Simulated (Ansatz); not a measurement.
# Elastic response of amorphous carbon (111 atoms): runs compared

How stiff is amorphous carbon (111 atoms)?

Computed with Ansatz 0.2.0: Kohn-Sham DFT, RPBE, PAW (set soft_2), plane waves.

## Step 1: The cell as built

The cell holds 111 atoms: 111 C. Cell: a = 8.867 Å, b = 8.867 Å, c = 8.867 Å, α = 90.0°, β = 90.0°, γ = 90.0°. 111 atoms (111 C) placed at random at 3.18 g/cm³, melted at 6000 K for 10 ps at fixed volume with the Tersoff potential (Tersoff, Phys. Rev. B 39, 5566 (1989)). Quenched from 6000 K to 300 K at 100 K/ps and fixed volume, annealed at 1500 K for 20 ps, held 5 ps.

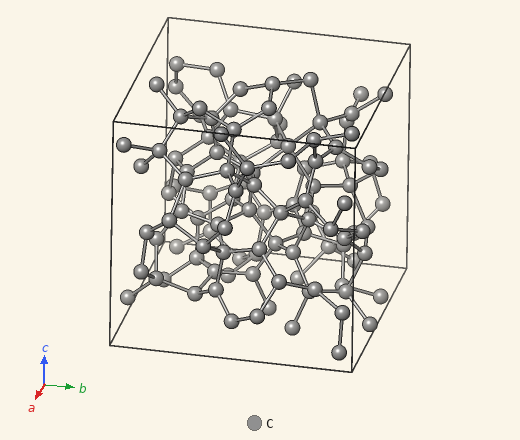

The cell as built. Some periodic images of atoms are drawn too.

What the set-up can't give: The quench rate of 100 K/ps is many orders above laboratory rates, so the cell is likely richer in defects and strain than a real sample. The network of bonds at the start is that of the classical potential that made the cell, and needn't be the one that DFT or experiment would give.

## Step 2: The reference run

The reference is a single point at the end of the relaxation.

Every strained cell starts from the geometry of this run, and its atoms are relaxed with the cell held.

Its input, with most atom lines left out:

```yaml
crystal:
  lattice:
    - [8.81222, -0.02794, 0.26458]
    - [-0.02794, 9.03739, -0.12641]
    - [0.26458, -0.12641, 9.05834]
  atoms:
    - { symbol: C, position: [0.80748, 0.42627, 0.37668] }
    - { symbol: C, position: [0.9257, 0.70381, 0.34518] }
    - { symbol: C, position: [0.55447, 0.95179, 0.32019] }
    - { symbol: C, position: [0.7244, 0.13094, 0.19995] }
    - { symbol: C, position: [0.13682, 0.48854, 0.23344] }
    - { symbol: C, position: [0.06183, 0.16268, 0.61777] }
    - { symbol: C, position: [0.94264, 0.94923, 0.72032] }
    [... atom lines 8 to 111 left out ...]
kpoints:
  mp_grid: { grid: [2, 2, 2] }
hamiltonian:
  xc: rpbe
scf:
  occupations: { method: gaussian, width: 0.05 }
output:
  forces: true
  stress: true
  populations: true
  dos:
    method: { smearing: { sigma: 0.08 } }
    de: 0.1
    projected: { site_lists: { C: [C] } }
  eigenvalues: true
  write_density: true
  write_potential: true
  volumetric_format: npy
  elf: true
```

```
free energy per atom   : -251.5096 eV/atom
r.m.s. force component : 0.00271 eV/Å
pressure               : 0.03278 GPa
```

Counting bands leaves a spacing of only 0.13 eV (on the run's k-points), which the smearing bridges: 2 levels are partly filled by over 2 %, so a gap, if any, is small at this level.

## Step 3: The runs

Each row is one run, on 4 threads of Arm Neoverse V1, shared host. The free energy is the program's total, comparable only between runs with the same functional, potentials and atoms.

```
                                 run  atoms    outcome  ionic steps, all passes  free energy (eV)     time  host memory (GiB)
           Single point at the start    111  converged                        -        -27882.899     61 s                5.0
              Cell and atoms relaxed    111  converged                       41        -27917.571   38 min                5.2
Single point at the relaxed geometry    111  converged                        -        -27917.571  2.1 min                5.1
                         Volume -3 %    111  converged                        4        -27916.880  4.4 min                5.0
                         Volume +3 %    111  converged                        6        -27916.960  7.3 min                5.3
                         Volume -6 %    111  converged                        6        -27914.694  5.9 min                4.9
                         Volume +6 %    111  converged                       20        -27915.275   22 min                5.5
                        Volume -10 %    111  converged                       21        -27909.316   22 min                5.0
            Stretched by 1 % along x    111  converged                        4        -27917.402  4.6 min                5.2
```

In some runs the program notes that the SCF threshold is loose for the stress.

## Step 4: Pressure against volume

Atoms are relaxed at each volume, in the scaled cell.

```csv
volume change (%),volume (Å³/atom),energy change (meV/atom),pressure (GPa),largest move on relaxing (Å),bonds
-10,5.843,74.37,39.52,0.53,213
-6,6.103,25.91,22.35,0.06,212
-3,6.297,6.22,10.38,0.02,212
+0,6.492,0.00,0.03,-,211
+3,6.687,5.50,-8.87,0.02,209
+6,6.882,20.68,-16.20,0.27,209
```

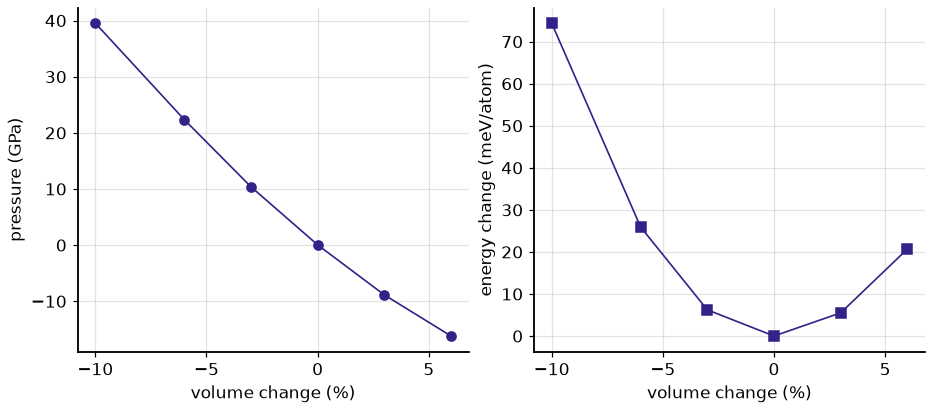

Pressure and energy against volume.

## Step 5: Uniaxial strain and shear

Stress (GPa, compression positive) less that of the relaxed cell, atoms relaxed:

| strain | xx | yy | zz | xy | energy change (meV/atom) |
| --- | --- | --- | --- | --- | --- |
| stretched by 1 % along x | -7.506 | -1.153 | -0.885 | -0.221 | 1.52 |

## Step 6: Findings

The bulk modulus, from the slope of pressure against ln V over the three points nearest the relaxed volume, is 321 GPa; a quadratic over all points gives a pressure derivative of about 3.4. The count of bonds runs from 209 to 213 over the series, so at some points contacts cross the cutoffs. At -10 % some atom moved by over 0.5 Å on relaxing, so that point may sit in another local minimum.

**Limits.** Strains are finite and relaxations stop at the force tolerance of the input, which can leave moduli too stiff; they are those of a static cell at zero temperature. Volumes are changed with the cell's shape held, so in an anisotropic solid the modulus lies over the one under free hydrostatic load. The program notes that the SCF threshold of the relaxations is loose for the stress.

The DFT runs together took 1.8 h of wall time.

[Logs are printed without paths, hosts, clocks, repeated set-up lines and the standing remarks that a program may print on its own settings, such as how far it seeks lower states.]

[Hosts, paths, dates, database ids (printed as entryN), source tags and the programs' standing remarks are cut or masked in the printed files.]
